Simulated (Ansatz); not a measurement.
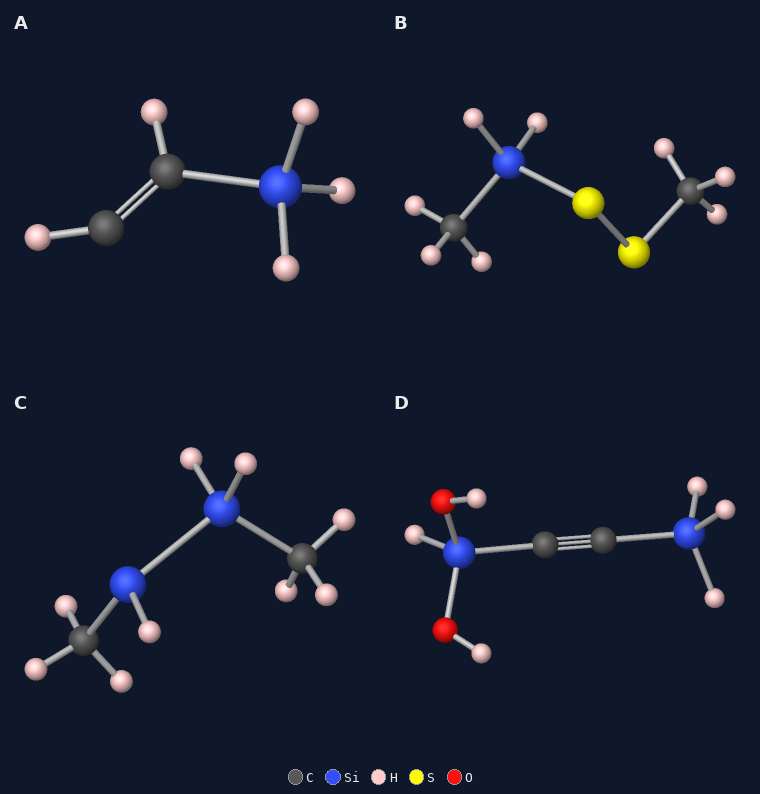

```sh
ansatz run in.yaml --threads 2 --pin off --events-out ev --progress --plain --max-ram 32768MiB --backend cuda --devices 0, --max-vram 18GiB
```

```yaml
crystal:
  periodic: [false, false, false]
  atoms:
    - {symbol: C, position_ang: [-2.168295, 0.375364, 0.773346]}
    - {symbol: Si, position_ang: [-1.033010, -1.093556, 0.461358]}
    - {symbol: Si, position_ang: [1.236369, -0.585872, 0.337992]}
    - {symbol: C, position_ang: [1.700642, 0.557008, -1.082243]}
    - {symbol: H, position_ang: [-1.841311, 0.937649, 1.650309]}
    - {symbol: H, position_ang: [-2.171783, 1.053897, -0.085200]}
    - {symbol: H, position_ang: [-3.194798, 0.043337, 0.943069]}
    - {symbol: H, position_ang: [-1.516237, -1.880972, -0.713015]}
    - {symbol: H, position_ang: [1.990259, -1.866028, 0.219685]}
    - {symbol: H, position_ang: [1.627715, 0.049694, 1.629652]}
    - {symbol: H, position_ang: [1.441081, 0.105874, -2.042229]}
    - {symbol: H, position_ang: [2.774968, 0.758139, -1.076624]}
    - {symbol: H, position_ang: [1.174699, 1.510766, -1.001200]}
basis:
  gaussian: {orbitals: def2-TZVPP}
magnetization: {spin_polarized: true, initial_magnetization: 1}
hamiltonian: {xc: {name: wB97M-V}}
output: {forces: true, orbitals: {seedname: orbitals}}
```

**Which picture belongs to the input above?**

C. The file holds C2H9Si2, `C[SiH][SiH2]C`.
